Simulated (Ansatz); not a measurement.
**Amorphous Ti$_{20}$O$_{42}$Ru**

Preparation: random packing, a CHGNet melt and quench, and a DFT relaxation. O atoms were pushed apart under 1.9 Å during the dynamics, to hinder bonds among them. The hot cell started wider than the set density and was brought back towards it in steps. It is the lowest in DFT energy of 2 quenches. It is a model cell: composition and starting density were chosen by hand, and all elements were melted together. No dispersion term was used.

Methods: PBE, scalar-relativistic without spin-orbit coupling (Ansatz, an electronic-structure program); r2SCAN, scalar-relativistic without spin-orbit coupling (Ansatz); HSE06, scalar-relativistic without spin-orbit coupling (Ansatz). Geometry, pressure, stress and energy are those of the PBE run. Its sampling: a 2×2×2 Γ-centred mesh; Fermi-Dirac width 0.01 eV; collinear spin, started from moments on atoms; no Hubbard U, moments started parallel, and no other order was tried (at the end a net moment of 2.0 μB). Other functionals are single points at the zone centre (r2SCAN at 500 eV; exact exchange cut at the cell's faces), free to take moments where seeds were set. In the spin-polarised cell the level spacing at the Fermi energy can part levels of unlike spin. At PBE the levels at both edges of the gap are localised (band-tail or defect states), and the nearest spread-out levels lie 2.7 eV apart at the zone centre.

| Item | Value |
|---|---|
| Number of atoms in the cell | 63 |
| Density (held, not predicted) | 3.71 g/cm³ |
| Volume per atom | 12.29 Å^3 |
| Pressure on a 2×2×2 Γ-centred mesh | -0.40 GPa |
| Largest force and stress component on that mesh (the relaxation ran on the zone centre alone) | 0.11 eV/Å and 2.3 GPa |
| Level spacing at the Fermi energy on a 2×2×2 Γ-centred mesh (PBE) | 0.36 eV |
| Level spacing at the Fermi energy at the zone centre (PBE) | 0.42 eV |
| Level spacing at the Fermi energy at the zone centre (r2SCAN) | 0.87 eV |
| Level spacing at the Fermi energy at the zone centre (HSE06) | 2.40 eV |
| Net moment | 2.00 μB |

Cut-offs for bonds: Ti-Ti 3.12 Å, Ti-O 2.44 Å, Ti-Ru 3.17 Å, O-O 1.58 Å, O-Ru 2.33 Å, Ru-Ru 3.21 Å. Two cations that share two anions don't count as bonded, nor two that share one unless they lie closer than Ti-Ti 3.04 Å, Ti-Ru 3.08 Å, Ru-Ru 3.12 Å.

```json
{
 "Mean coordination of Ti by anions": "5.35 (1 with 4, 11 with 5, 8 with 6); 2 close contacts or bonds to cations besides",
 "Mean coordination of O": "2.69 (14 with 2, 27 with 3, 1 with 4)",
 "Mean coordination of Ru by anions": "6.00 (1 with 6)",
 "Mean Ti-O bond": "1.969 Å (spread 0.143 Å, 107 counted)",
 "Mean O-Ru bond": "2.000 Å (spread 0.063 Å, 6 counted)"
}
```

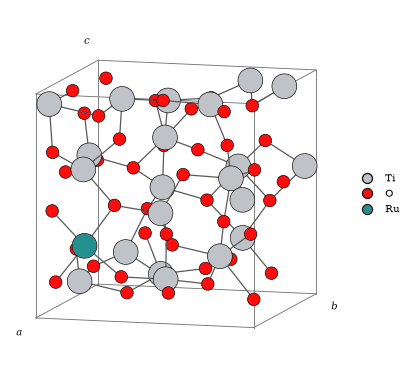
*The relaxed cell*

Its density started from a set value of 3.71 g/cm³. The quench (nominally 300 K/ps over its main leg) was far faster than any real one, so the model tends to hold more defects than a real film. Values belong to this one cell and scatter from quench to quench. The volume was held where the preparation left it, at a PBE pressure of -0.4 GPa (tension). Stress components on the final sampling reach 2.3 GPa.
